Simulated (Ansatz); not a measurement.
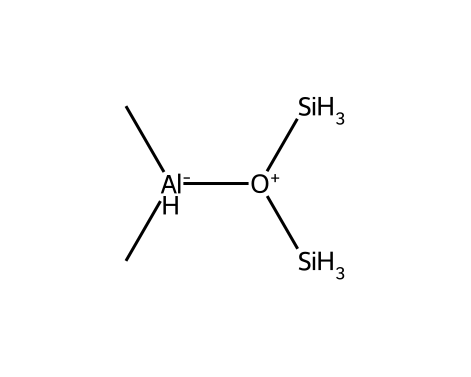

Source: calculation with Ansatz.

Skeletal drawing of a molecule.

Transcribe the drawing into SMILES.

Answer. [CH3][AlH-]([CH3])[O+]([SiH3])[SiH3]

What is the molecular formula?

Answer. C2H13AlOSi2.
